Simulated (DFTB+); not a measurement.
# Run report: C$_{2}$H$_{6}$AlO, geometry relaxation (part 3 of 4)

The same run, continued: C$_{2}$H$_{6}$AlO, multiplicity 2; GFN1-xTB, R-SCC, dispersion built in (DFTB+ 25.1). The geometry comes from this level: PBE0-D4/def2-TZVP.

Geometry of the input (Å):
```
C  -1.1610  1.4613  -0.1037
Al 0.2399  0.1462  -0.2623
C  0.2750  -1.5026  0.7640
O  1.5255  0.4147  -1.3464
H  -1.2071  2.3948  -0.6633
H  -2.0131  1.3564  0.5673
H  -0.6298  -2.0957  0.5975
H  1.1361  -2.1219  0.5034
H  0.3208  -1.2997  1.8389
H  1.5968  1.1952  -1.8924
```

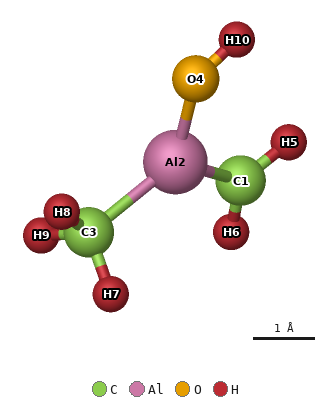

Figure 1. The geometry at step 3 of the log (ball-and-stick view, seen at a tilt; atoms are numbered from 1 in the order of the input).

### Log, continued
```
--------------------------------------------------------------------------------

***  Geometry step: 32

 iSCC Total electronic   Diff electronic      SCC error
    1   -0.13529075E+02    0.00000000E+00    0.30829854E-02
    2   -0.13529077E+02   -0.46095585E-03    0.21456397E-02
    3   -0.13529077E+02   -0.18943543E-05    0.70355190E-03
    4   -0.13529078E+02   -0.50074796E-06    0.10948807E-03
    5   -0.13529078E+02   -0.15173365E-06    0.47607249E-04
    6   -0.13529078E+02   -0.13049252E-07    0.15407584E-04
    7   -0.13529078E+02   -0.38518344E-09    0.17182603E-05

Total Energy:                      -13.4029263243 H         -364.7122 eV
Extrapolated to 0K:                -13.4029263243 H         -364.7122 eV
Total Mermin free energy:          -13.4029263243 H         -364.7122 eV
Force related energy:              -13.4029263243 H         -364.7122 eV

Maximal force component:             0.339514E-02
Averaged force norm:                 0.214235E-02

--------------------------------------------------------------------------------

***  Geometry step: 33

 iSCC Total electronic   Diff electronic      SCC error
    1   -0.13528991E+02    0.00000000E+00    0.73504930E-03
    2   -0.13528992E+02    0.86030651E-04    0.51088924E-03
    3   -0.13528992E+02   -0.11285853E-06    0.16997070E-03
    4   -0.13528992E+02   -0.30300669E-07    0.25746181E-04
    5   -0.13528992E+02   -0.85566629E-08    0.11313577E-04
    6   -0.13528992E+02   -0.76943252E-09    0.83423131E-06

Total Energy:                      -13.4029339058 H         -364.7124 eV
Extrapolated to 0K:                -13.4029339058 H         -364.7124 eV
Total Mermin free energy:          -13.4029339058 H         -364.7124 eV
Force related energy:              -13.4029339058 H         -364.7124 eV

Maximal force component:             0.209590E-02
Averaged force norm:                 0.156126E-02

--------------------------------------------------------------------------------

***  Geometry step: 34

 iSCC Total electronic   Diff electronic      SCC error
    1   -0.13530915E+02    0.00000000E+00    0.25822111E-02
    2   -0.13530916E+02   -0.19229348E-02    0.15235847E-02
    3   -0.13530917E+02   -0.16109409E-05    0.59383597E-03
    4   -0.13530917E+02   -0.35593283E-06    0.53225997E-04
    5   -0.13530917E+02   -0.27090776E-07    0.14581766E-04
    6   -0.13530917E+02   -0.13837163E-08    0.36234932E-05

Total Energy:                      -13.4030200306 H         -364.7147 eV
Extrapolated to 0K:                -13.4030200306 H         -364.7147 eV
Total Mermin free energy:          -13.4030200307 H         -364.7147 eV
Force related energy:              -13.4030200307 H         -364.7147 eV

Maximal force component:             0.202615E-02
Averaged force norm:                 0.157847E-02

--------------------------------------------------------------------------------

***  Geometry step: 35

 iSCC Total electronic   Diff electronic      SCC error
    1   -0.13533683E+02    0.00000000E+00    0.41639249E-02
    2   -0.13533688E+02   -0.27667616E-02    0.24433000E-02
    3   -0.13533689E+02   -0.42720523E-05    0.95889452E-03
    4   -0.13533689E+02   -0.93509301E-06    0.84852682E-04
    5   -0.13533689E+02   -0.64031136E-07    0.22922993E-04
    6   -0.13533689E+02   -0.32479726E-08    0.90774313E-05

Total Energy:                      -13.4029808684 H         -364.7137 eV
Extrapolated to 0K:                -13.4029808684 H         -364.7137 eV
Total Mermin free energy:          -13.4029808684 H         -364.7137 eV
Force related energy:              -13.4029808684 H         -364.7137 eV

Maximal force component:             0.601290E-02
Averaged force norm:                 0.399546E-02

--------------------------------------------------------------------------------

***  Geometry step: 36

 iSCC Total electronic   Diff electronic      SCC error
    1   -0.13531858E+02    0.00000000E+00    0.28131977E-02
    2   -0.13531860E+02    0.18308175E-02    0.16510106E-02
    3   -0.13531860E+02   -0.19444884E-05    0.64423766E-03
    4   -0.13531860E+02   -0.43177448E-06    0.58238893E-04
    5   -0.13531860E+02   -0.29194949E-07    0.14700873E-04
    6   -0.13531860E+02   -0.14337083E-08    0.42802545E-05

Total Energy:                      -13.4030307619 H         -364.7150 eV
Extrapolated to 0K:                -13.4030307619 H         -364.7150 eV
Total Mermin free energy:          -13.4030307619 H         -364.7150 eV
Force related energy:              -13.4030307619 H         -364.7150 eV

Maximal force component:             0.306171E-02
Averaged force norm:                 0.226677E-02

--------------------------------------------------------------------------------

***  Geometry step: 37

 iSCC Total electronic   Diff electronic      SCC error
    1   -0.13530557E+02    0.00000000E+00    0.14566315E-02
    2   -0.13530560E+02    0.13035839E-02    0.81562563E-03
    3   -0.13530560E+02   -0.28945799E-05    0.53705267E-03
    4   -0.13530560E+02   -0.77453577E-06    0.91495240E-04
    5   -0.13530560E+02   -0.46681061E-07    0.27078141E-04
    6   -0.13530560E+02   -0.24623574E-08    0.47736222E-05

Total Energy:                      -13.4031273586 H         -364.7177 eV
Extrapolated to 0K:                -13.4031273586 H         -364.7177 eV
Total Mermin free energy:          -13.4031273586 H         -364.7177 eV
Force related energy:              -13.4031273586 H         -364.7177 eV

Maximal force component:             0.293582E-02
Averaged force norm:                 0.190575E-02

--------------------------------------------------------------------------------

***  Geometry step: 38

 iSCC Total electronic   Diff electronic      SCC error
    1   -0.13527718E+02    0.00000000E+00    0.23598841E-02
    2   -0.13527725E+02    0.28424562E-02    0.12661874E-02
    3   -0.13527727E+02   -0.72584429E-05    0.92547163E-03
    4   -0.13527727E+02   -0.19587953E-05    0.15692751E-03
    5   -0.13527727E+02   -0.11293253E-06    0.47986363E-04
    6   -0.13527727E+02   -0.60505432E-08    0.14635286E-04
    7   -0.13527727E+02   -0.10977086E-08    0.42582553E-05

Total Energy:                      -13.4028634319 H         -364.7105 eV
Extrapolated to 0K:                -13.4028634319 H         -364.7105 eV
Total Mermin free energy:          -13.4028634320 H         -364.7105 eV
Force related energy:              -13.4028634320 H         -364.7105 eV

Maximal force component:             0.926491E-02
Averaged force norm:                 0.648622E-02

--------------------------------------------------------------------------------

***  Geometry step: 39

 iSCC Total electronic   Diff electronic      SCC error
    1   -0.13530518E+02    0.00000000E+00    0.22940830E-02
    2   -0.13530525E+02   -0.27908934E-02    0.12473345E-02
    3   -0.13530527E+02   -0.69275138E-05    0.90703094E-03
    4   -0.13530527E+02   -0.19025411E-05    0.15284355E-03
    5   -0.13530527E+02   -0.10630494E-06    0.49927931E-04
    6   -0.13530527E+02   -0.59597234E-08    0.13366214E-04
    7   -0.13530527E+02   -0.94873265E-09    0.37904884E-05

Total Energy:                      -13.4031274195 H         -364.7177 eV
Extrapolated to 0K:                -13.4031274195 H         -364.7177 eV
Total Mermin free energy:          -13.4031274195 H         -364.7177 eV
Force related energy:              -13.4031274195 H         -364.7177 eV

Maximal force component:             0.301030E-02
Averaged force norm:                 0.194776E-02

--------------------------------------------------------------------------------

***  Geometry step: 40

 iSCC Total electronic   Diff electronic      SCC error
    1   -0.13529537E+02    0.00000000E+00    0.59245128E-02
    2   -0.13529554E+02    0.98993256E-03    0.36409417E-02
    3   -0.13529560E+02   -0.16541562E-04    0.86363615E-03
    4   -0.13529560E+02   -0.60704278E-05    0.22151643E-03
    5   -0.13529560E+02   -0.85668031E-07    0.37947184E-04
    6   -0.13529560E+02   -0.22709777E-07    0.22837572E-04
    7   -0.13529560E+02   -0.58243010E-09    0.19569415E-05

Total Energy:                      -13.4030066738 H         -364.7144 eV
Extrapolated to 0K:                -13.4030066738 H         -364.7144 eV
Total Mermin free energy:          -13.4030066738 H         -364.7144 eV
Force related energy:              -13.4030066738 H         -364.7144 eV

Maximal force component:             0.854273E-02
Averaged force norm:                 0.577033E-02

--------------------------------------------------------------------------------

***  Geometry step: 41

 iSCC Total electronic   Diff electronic      SCC error
    1   -0.13530256E+02    0.00000000E+00    0.41035957E-02
    2   -0.13530264E+02   -0.69587213E-03    0.25079666E-02
    3   -0.13530267E+02   -0.80050650E-05    0.59381389E-03
    4   -0.13530267E+02   -0.29014965E-05    0.14046214E-03
    5   -0.13530267E+02   -0.38275401E-07    0.24191093E-04
    6   -0.13530267E+02   -0.11806964E-07    0.16089410E-04
    7   -0.13530267E+02   -0.12079759E-09    0.13687378E-05

Total Energy:                      -13.4031558604 H         -364.7184 eV
Extrapolated to 0K:                -13.4031558604 H         -364.7184 eV
Total Mermin free energy:          -13.4031558604 H         -364.7184 eV
Force related energy:              -13.4031558604 H         -364.7184 eV

Maximal force component:             0.161094E-02
Averaged force norm:                 0.109209E-02

--------------------------------------------------------------------------------

***  Geometry step: 42

 iSCC Total electronic   Diff electronic      SCC error
    1   -0.13529752E+02    0.00000000E+00    0.88558888E-03
    2   -0.13529752E+02    0.51441445E-03    0.59674831E-03
    3   -0.13529752E+02   -0.70073567E-07    0.16189974E-03
    4   -0.13529752E+02   -0.14258186E-07    0.28188631E-04
    5   -0.13529752E+02   -0.64592918E-08    0.29076922E-05

Total Energy:                      -13.4031892646 H         -364.7193 eV
Extrapolated to 0K:                -13.4031892646 H         -364.7193 eV
Total Mermin free energy:          -13.4031892646 H         -364.7193 eV
Force related energy:              -13.4031892646 H         -364.7193 eV

Maximal force component:             0.176910E-02
Averaged force norm:                 0.117904E-02

--------------------------------------------------------------------------------

***  Geometry step: 43

 iSCC Total electronic   Diff electronic      SCC error
    1   -0.13528857E+02    0.00000000E+00    0.14397644E-02
    2   -0.13528857E+02    0.89584662E-03    0.96978572E-03
    3   -0.13528857E+02   -0.18547091E-06    0.26394089E-03
    4   -0.13528857E+02   -0.38268617E-07    0.45751092E-04
    5   -0.13528857E+02   -0.17180964E-07    0.48761413E-05

Total Energy:                      -13.4031954916 H         -364.7195 eV
Extrapolated to 0K:                -13.4031954916 H         -364.7195 eV
Total Mermin free energy:          -13.4031954916 H         -364.7195 eV
Force related energy:              -13.4031954916 H         -364.7195 eV

Maximal force component:             0.505766E-02
Averaged force norm:                 0.269961E-02

--------------------------------------------------------------------------------

***  Geometry step: 44

 iSCC Total electronic   Diff electronic      SCC error
    1   -0.13529223E+02    0.00000000E+00    0.57443917E-03
    2   -0.13529223E+02   -0.36601053E-03    0.38745781E-03
    3   -0.13529223E+02   -0.29474350E-07    0.10458774E-03
    4   -0.13529223E+02   -0.61881700E-08    0.18978224E-04
    5   -0.13529223E+02   -0.27419471E-08    0.17317114E-05

Total Energy:                      -13.4032001764 H         -364.7196 eV
Extrapolated to 0K:                -13.4032001764 H         -364.7196 eV
Total Mermin free energy:          -13.4032001764 H         -364.7196 eV
Force related energy:              -13.4032001764 H         -364.7196 eV

Maximal force component:             0.375332E-02
Averaged force norm:                 0.202748E-02

--------------------------------------------------------------------------------

***  Geometry step: 45

 iSCC Total electronic   Diff electronic      SCC error
    1   -0.13529654E+02    0.00000000E+00    0.18592572E-03
    2   -0.13529654E+02   -0.43144648E-03    0.16367768E-03
    3   -0.13529654E+02   -0.10053261E-07    0.75143662E-04
    4   -0.13529654E+02   -0.41447414E-08    0.19905558E-04
    5   -0.13529654E+02   -0.16117827E-08    0.20808065E-05

Total Energy:                      -13.4032736158 H         -364.7216 eV
Extrapolated to 0K:                -13.4032736158 H         -364.7216 eV
Total Mermin free energy:          -13.4032736158 H         -364.7216 eV
Force related energy:              -13.4032736158 H         -364.7216 eV

Maximal force component:             0.257573E-02
Averaged force norm:                 0.137273E-02

--------------------------------------------------------------------------------

***  Geometry step: 46

 iSCC Total electronic   Diff electronic      SCC error
    1   -0.13530125E+02    0.00000000E+00    0.29884564E-03
    2   -0.13530125E+02   -0.47104817E-03    0.25058337E-03
    3   -0.13530125E+02   -0.28975375E-07    0.11705497E-03
    4   -0.13530125E+02   -0.11256162E-07    0.30797679E-04
    5   -0.13530125E+02   -0.45628106E-08    0.50868250E-05

Total Energy:                      -13.4033308822 H         -364.7232 eV
Extrapolated to 0K:                -13.4033308822 H         -364.7232 eV
Total Mermin free energy:          -13.4033308822 H         -364.7232 eV
Force related energy:              -13.4033308822 H         -364.7232 eV

Maximal force component:             0.130126E-02
Averaged force norm:                 0.939404E-03

--------------------------------------------------------------------------------

***  Geometry step: 47

 iSCC Total electronic   Diff electronic      SCC error
    1   -0.13530292E+02    0.00000000E+00    0.53480512E-03
    2   -0.13530292E+02   -0.16688961E-03    0.48693359E-03
    3   -0.13530292E+02   -0.10424777E-06    0.23725725E-03
    4   -0.13530292E+02   -0.39044219E-07    0.51002144E-04
    5   -0.13530292E+02   -0.11749949E-07    0.12762375E-04
    6   -0.13530292E+02   -0.51043436E-09    0.10076584E-05

Total Energy:                      -13.4032698746 H         -364.7215 eV
Extrapolated to 0K:                -13.4032698746 H         -364.7215 eV
Total Mermin free energy:          -13.4032698746 H         -364.7215 eV
Force related energy:              -13.4032698746 H         -364.7215 eV

Maximal force component:             0.279690E-02
Averaged force norm:                 0.234012E-02

--------------------------------------------------------------------------------

***  Geometry step: 48

 iSCC Total electronic   Diff electronic      SCC error
    1   -0.13530208E+02    0.00000000E+00    0.44582547E-03
    2   -0.13530208E+02    0.84461492E-04    0.40709697E-03
    3   -0.13530208E+02   -0.73961832E-07    0.20271409E-03
    4   -0.13530208E+02   -0.27754115E-07    0.42480358E-04
    5   -0.13530208E+02   -0.78989952E-08    0.10872625E-04
    6   -0.13530208E+02   -0.35673331E-09    0.84590701E-06

Total Energy:                      -13.4033337475 H         -364.7233 eV
Extrapolated to 0K:                -13.4033337475 H         -364.7233 eV
Total Mermin free energy:          -13.4033337475 H         -364.7233 eV
Force related energy:              -13.4033337475 H         -364.7233 eV

Maximal force component:             0.145114E-02
Averaged force norm:                 0.106667E-02

--------------------------------------------------------------------------------

***  Geometry step: 49

 iSCC Total electronic   Diff electronic      SCC error
    1   -0.13533461E+02    0.00000000E+00    0.85512017E-02
    2   -0.13533478E+02   -0.32531707E-02    0.56646745E-02
    3   -0.13533484E+02   -0.16981040E-04    0.21433583E-02
    4   -0.13533485E+02   -0.53424178E-05    0.24424313E-03
    5   -0.13533485E+02   -0.14480972E-05    0.12399599E-03
    6   -0.13533485E+02   -0.39944167E-07    0.37953476E-04
    7   -0.13533485E+02   -0.25600979E-08    0.44245159E-05

Total Energy:                      -13.4019197915 H         -364.6848 eV
Extrapolated to 0K:                -13.4019197915 H         -364.6848 eV
Total Mermin free energy:          -13.4019197915 H         -364.6848 eV
Force related energy:              -13.4019197915 H         -364.6848 eV

Maximal force component:             0.245320E-01
Averaged force norm:                 0.168905E-01

--------------------------------------------------------------------------------

***  Geometry step: 50

 iSCC Total electronic   Diff electronic      SCC error
    1   -0.13530488E+02    0.00000000E+00    0.79605165E-02
    2   -0.13530503E+02    0.29966290E-02    0.52337682E-02
    3   -0.13530508E+02   -0.14719230E-04    0.19234281E-02
    4   -0.13530509E+02   -0.46529574E-05    0.23953171E-03
    5   -0.13530509E+02   -0.12155320E-05    0.92127036E-04
    6   -0.13530509E+02   -0.34078470E-07    0.38515826E-04
    7   -0.13530509E+02   -0.16783019E-08    0.43019686E-05

Total Energy:                      -13.4033442260 H         -364.7236 eV
Extrapolated to 0K:                -13.4033442261 H         -364.7236 eV
Total Mermin free energy:          -13.4033442261 H         -364.7236 eV
Force related energy:              -13.4033442261 H         -364.7236 eV

Maximal force component:             0.989819E-03
Averaged force norm:                 0.757709E-03

Geometry converged

--------------------------------------------------------------------------------
--------------------------------------------------------------------------------
Pre-SCC initialisation                 +       0.08 ( 12.5%)       0.09 ( 10.7%)
SCC                                    +       0.41 ( 63.6%)       0.55 ( 69.9%)
Post-SCC processing                    +       0.15 ( 23.6%)       0.15 ( 18.8%)
--------------------------------------------------------------------------------
Missing                                +       0.00 (  0.3%)       0.00 (  0.5%)
Total                                  =       0.65 (100.0%)       0.79 (100.0%)
--------------------------------------------------------------------------------
```

### Trajectory as extended XYZ (Å, eV, eV/Å), 51 frames, from step=0 to step=50
```
10
Properties=species:S:1:pos:R:3 step=0 energy=-364.60282
C    -1.1610    1.4613   -0.1037
Al    0.2399    0.1462   -0.2623
C     0.2750   -1.5026    0.7640
O     1.5255    0.4147   -1.3464
H    -1.2071    2.3948   -0.6633
H    -2.0131    1.3564    0.5673
H    -0.6298   -2.0957    0.5975
H     1.1361   -2.1219    0.5034
H     0.3208   -1.2997    1.8389
H     1.5968    1.1952   -1.8924
10
Properties=species:S:1:pos:R:3 step=1 energy=-364.61512
C    -1.1706    1.4763   -0.1064
Al    0.2388    0.1338   -0.2537
C     0.2792   -1.5101    0.7662
O     1.5170    0.4240   -1.3462
H    -1.2106    2.3945   -0.6606
H    -2.0116    1.3593    0.5644
H    -0.6311   -2.0985    0.5966
H     1.1381   -2.1274    0.5052
H     0.3222   -1.3000    1.8416
H     1.6118    1.1967   -1.9040
10
Properties=species:S:1:pos:R:3 step=2 energy=-364.58355
C    -1.1860    1.5005   -0.1108
Al    0.2369    0.1138   -0.2397
C     0.2861   -1.5222    0.7697
O     1.5031    0.4391   -1.3460
H    -1.2164    2.3940   -0.6562
H    -2.0092    1.3641    0.5597
H    -0.6333   -2.1029    0.5951
H     1.1414   -2.1364    0.5081
H     0.3244   -1.3006    1.8459
H     1.6360    1.1992   -1.9228
10
Properties=species:S:1:pos:R:3 step=3 energy=-364.61512
C    -1.1707    1.4764   -0.1065
Al    0.2387    0.1337   -0.2536
C     0.2793   -1.5102    0.7662
O     1.5169    0.4241   -1.3462
H    -1.2107    2.3945   -0.6606
H    -2.0116    1.3594    0.5644
H    -0.6311   -2.0985    0.5966
H     1.1382   -2.1275    0.5052
H     0.3222   -1.3001    1.8416
H     1.6119    1.1968   -1.9041
10
Properties=species:S:1:pos:R:3 step=4 energy=-364.63150
C    -1.1724    1.4789   -0.1067
Al    0.2336    0.1273   -0.2459
C     0.2815   -1.5202    0.7711
O     1.5061    0.4370   -1.3468
H    -1.2159    2.4044   -0.6631
H    -2.0146    1.3635    0.5638
H    -0.6310   -2.1013    0.5960
H     1.1419   -2.1355    0.5073
H     0.3240   -1.3013    1.8437
H     1.6299    1.1960   -1.9164
10
Properties=species:S:1:pos:R:3 step=5 energy=-364.64443
C    -1.1751    1.4828   -0.1072
Al    0.2254    0.1169   -0.2335
C     0.2849   -1.5365    0.7790
O     1.4888    0.4578   -1.3477
H    -1.2245    2.4204   -0.6672
H    -2.0195    1.3702    0.5630
H    -0.6307   -2.1058    0.5951
H     1.1480   -2.1485    0.5107
H     0.3268   -1.3033    1.8470
H     1.6588    1.1947   -1.9362
```
